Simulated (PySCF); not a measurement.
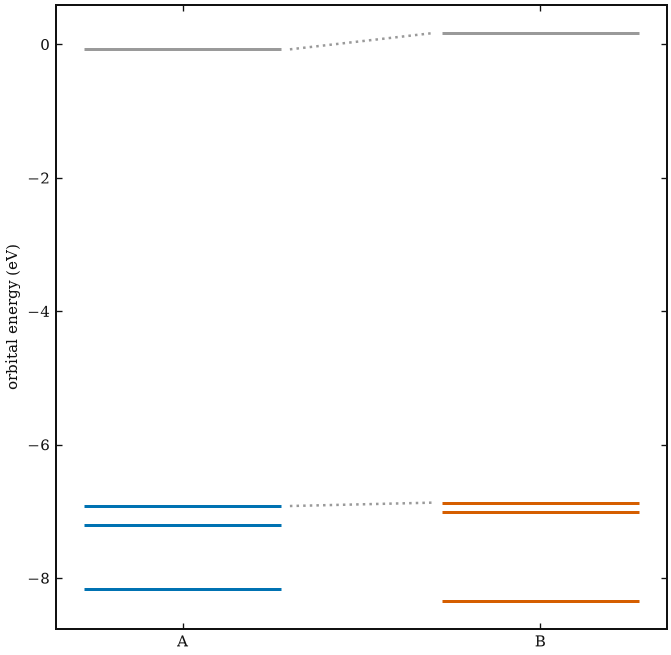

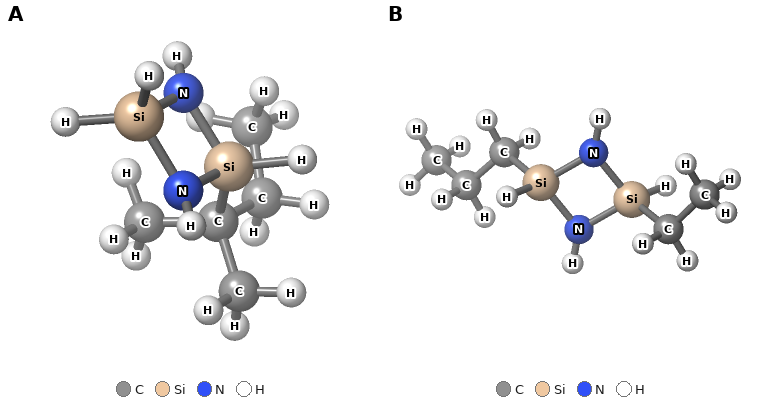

Related molecules: A is C₅H₁₆N₂Si₂, SMILES CCC(C)(C)[SiH]1N[SiH2]N1; B is C₅H₁₆N₂Si₂, SMILES CCC[Si@H]1N[Si@H](CC)N1. Frontier orbital energies, PBE0/def2-SVPD, PySCF, at a PBE0-D3(BJ)/def2-SVP geometry (no frequency check); drawn are at most three filled levels and, in grey, the LUMO with any level within 0.03 eV of it; dotted lines join the HOMOs and the LUMOs.

What does the change do to the frontier levels?

Answer. From A to B the HOMO rises by 0.05 eV and the LUMO rises by 0.24 eV, so the separation goes from 6.85 to 7.04 eV.

Does the ΔSCF ionisation energy follow the HOMO?

Answer. A: −ε(HOMO) 6.92, ΔSCF 8.52 eV; B: −ε(HOMO) 6.87, ΔSCF 8.47 eV.

Caveats, for all or some of the runs: empty levels above zero depend strongly on the basis; one conformer of a flexible molecule.
